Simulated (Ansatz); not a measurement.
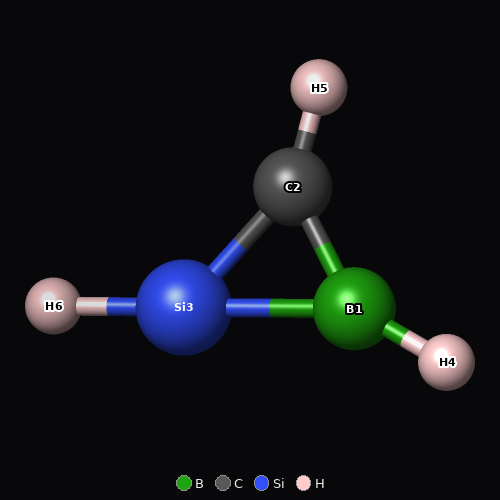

The system is CH3BSi, SMILES B1C=[SiH]1; the picture shows the grid point nearest to the relaxed geometry. Two internal coordinates are moved rigidly from the geometry relaxed at PBE0-D4/def2-TZVP, all others fixed. Coordinates scanned: (1) bond Si3–H6; (2) angle H4–B1–C2. The scan uses a 7 × 7 grid. Energies: kJ/mol, counted from the lowest grid point. Computed with RKS PBE-D4/def2-TZVPP in Ansatz 0.2.0.

Its coordinates:

```xyz
6

B    -0.7600   -0.5756   -0.4198
C     0.4906    0.1993   -0.5925
Si    0.0461    0.2455    1.0805
H    -1.6142   -1.2282   -0.9197
H     1.1515    0.4639   -1.4081
H     0.6675    0.8763    2.2250
```

Range: bond Si3–H6 from 1.222 to 2.161 Å; angle H4–B1–C2 from 123.9 to 171.9°.

Q: What landscape does the calculation give?

A: The lowest grid point is at bond Si3–H6 = 1.447 Å, angle H4–B1–C2 = 147.9°. The bottom of the well lies between grid points, at about bond Si3–H6 = 1.504 Å, angle H4–B1–C2 = 148°, about 2.9 kJ/mol lower on the interpolated surface. No other kind of well shows on this grid. The highest grid point, bond Si3–H6 = 2.161 Å, angle H4–B1–C2 = 123.9°, lies 156 kJ/mol above the lowest. Round the minimum the two coordinates are nearly uncoupled.

```
angle H4–B1–C2 ↓, bond Si3–H6 →  1.222  1.313  1.447  1.603  1.776  1.963  2.161
                          171.9    114     56     21     25     56    101    153
                          163.9    102     44      9     13     44     90    142
                          155.9     95     37      2      6     38     84    136
                          147.9     93     35      0      4     35     82    134
                          139.9     95     37      3      7     38     84    136
                          131.9    103     45     10     14     46     92    144
                          123.9    116     58     24     27     59    105    156
```

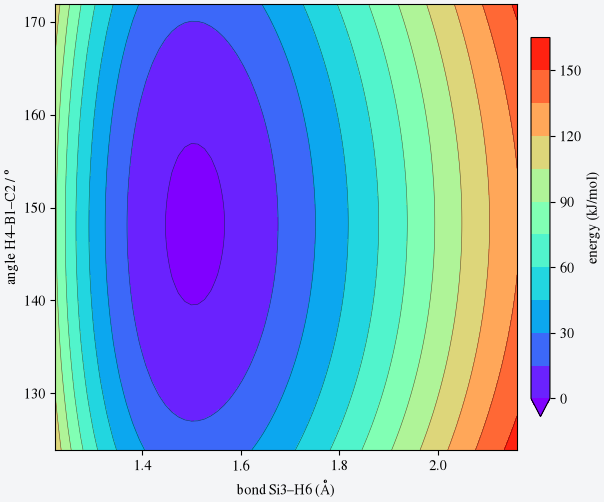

In the figure: filled contours. Between grid points the surface is interpolated.
